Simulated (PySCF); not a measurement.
Consider C3H5FGeO2.

Input file:

```
{"job": {"kind": "uv", "xc": "PBE0", "basis": "def2-SVPD", "nstates": 8, "ntriplets": 3}, "charge": 0, "multiplicity": 1}
C      2.155655     0.397837     0.178338
O      1.290388    -0.709476    -0.013714
C     -0.004116    -0.446502    -0.021978
C     -1.056568    -1.273986    -0.178267
F     -1.079951    -2.611623    -0.370781
Ge    -2.253168     0.228614    -0.005034
O     -0.459626     0.823790     0.144180
H      3.163858    -0.009632     0.153903
H      1.963035     0.876494     1.141275
H      2.023417     1.133811    -0.618053
H     -2.827279     0.972107    -1.186783
H     -2.914447     0.617880     1.295016
```

Run with:

```sh
OMP_NUM_THREADS=1 python probes_run.py task.json out
```

Geometry: GFN2-xTB.

The calculation used PySCF 2.14.0, PBE0/def2-SVPD, SCF density, gas phase.

What can the converged electron density and electron localisation function tell about the bonding?

Answer. C–O (1.32 Å): ρ at the midpoint is about 2.6 e/Å³; the ELF peaks at about 0.90 between the atoms: a polar covalent bond.
C–C (1.35 Å): the density is about 2.2 e/Å³ at the midpoint; the ELF peaks at about 0.90 between the atoms, as expected for localised, covalent bonding.
C–F (1.35 Å): ρ is about 2.2 e/Å³ halfway, with its minimum of 1.7 e/Å³ about 0.5 Å from C; the ELF peaks at about 0.85 between the atoms, as expected for a polar covalent bond.
Ge–O (1.90 Å): the density is about 0.76 e/Å³ at the midpoint; the ELF peaks at about 0.85 in the valence shell of O, 0.6 Å from its nucleus, and is about 0.35 at the midpoint.

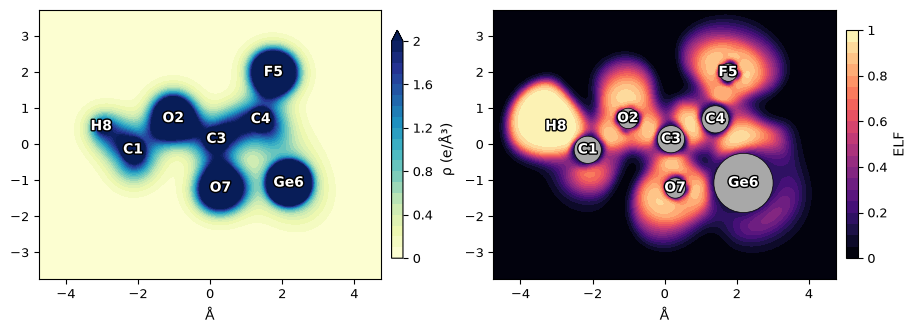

Computed electron density and electron localisation function on the plane of atoms O2, C3 and O7, in this order. Grey discs cover the atomic cores in the ELF map. 
